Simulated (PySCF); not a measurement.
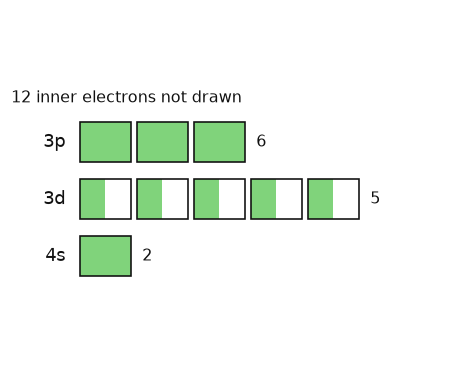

**Figure 1.** The outer shells of the nominal configuration: a box for each of the 2l + 1 orbitals, shaded by the share of the shell that is filled, with the electron count at the right.

# Run report: Mn, atomic calculation

- system: Mn, configuration 1s2 2s2 2p6 3s2 3p6 3d5 4s2, multiplicity 6.
- method: unrestricted r2SCAN, aug-cc-pVTZ-DK, spin-free X2C-1e, Gaussian nucleus (PySCF)

The input:
```python
from pyscf import gto, scf, dft, mp, cc
import basis_set_exchange as bse
mol = gto.M(atom="Mn 0 0 0", charge=0, spin=5, symmetry="D2h",
            basis=gto.basis.parse(bse.get_basis("aug-cc-pVTZ-DK", elements=["Mn"], fmt="nwchem")),
            nucmod="G")
mf = dft.UKS(mol, xc="R2SCAN").sfx2c1e()
mf.irrep_nelec = {'Ag': (6, 4), 'B1g': (1, 0), 'B2g': (1, 0), 'B3g': (1, 0), 'B1u': (2, 2), 'B2u': (2, 2), 'B3u': (2, 2)}
mf.kernel()
```

The script is an equivalent of what the driver set up; the driver started from orbitals of its own, so the log can be shorter than this script's would be, and it computed the properties (radii, ⟨L²⟩, response) afterwards. It held the occupations shell by shell, which the script's counts by irreducible representation don't always enforce.

Output (extracts):
```
damping factor = 0
level_shift factor = 0
DIIS = <class 'pyscf.scf.diis.CDIIS'>
diis_start_cycle = 1
diis_space = 10
diis_damp = 0
SCF conv_tol = 1e-09
SCF conv_tol_grad = None
number electrons alpha = 15  beta = 10
XC functionals = R2SCAN
    J. W. Furness, A. D. Kaplan, J. Ning, J. P. Perdew, and J. Sun.,  J. Phys. Chem. Lett. 11, 8208-8215 (2020)
    J. W. Furness, A. D. Kaplan, J. Ning, J. P. Perdew, and J. Sun.,  J. Phys. Chem. Lett. 11, 9248-9248 (2020)
    J. W. Furness, A. D. Kaplan, J. Ning, J. P. Perdew, and J. Sun.,  J. Phys. Chem. Lett. 11, 8208-8215 (2020)
    J. W. Furness, A. D. Kaplan, J. Ning, J. P. Perdew, and J. Sun.,  J. Phys. Chem. Lett. 11, 9248-9248 (2020)
cycle= 1 E= -1158.51367593838  delta_E= -0.0111  |g|= 0.0789  |ddm|= 0.95
cycle= 2 E= -1158.51224121616  delta_E= 0.00143  |g|= 0.115  |ddm|= 0.498
cycle= 3 E= -1158.51518573757  delta_E= -0.00294  |g|= 0.00164  |ddm|= 0.269
cycle= 4 E= -1158.51518907521  delta_E= -3.34e-06  |g|= 0.00129  |ddm|= 0.0301
cycle= 5 E= -1158.51518982872  delta_E= -7.54e-07  |g|= 0.000121  |ddm|= 0.00731
cycle= 6 E= -1158.51518986436  delta_E= -3.56e-08  |g|= 8.54e-06  |ddm|= 0.00421
cycle= 7 E= -1158.51518986448  delta_E= -1.16e-10  |g|= 7.59e-07  |ddm|= 0.000271
converged SCF energy = -1158.51518986448  <S^2> = 8.7810941  2S+1 = 6.0103558
```

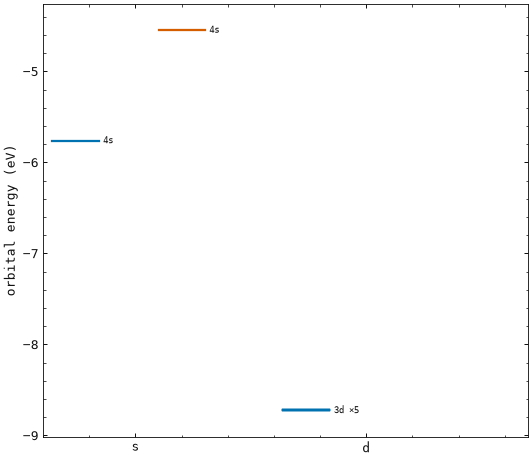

**Figure 2.** Orbital energies of the mean field, from the top down to −8.72 eV, by angular momentum, α spin at the left of each column and β at the right; ×n counts the orbitals under one label. The highest filled orbital is 4s β at −4.55 eV, the lowest empty one d β at −2.75 eV.

Summary:

- outcome: converged
- total energy: −1158.5152 hartree
- ⟨S²⟩: 8.781
- SCF iterations: 7
- hardware: 1 CPU thread, shared host
- CPU time: 5.8 s (integrals apart)
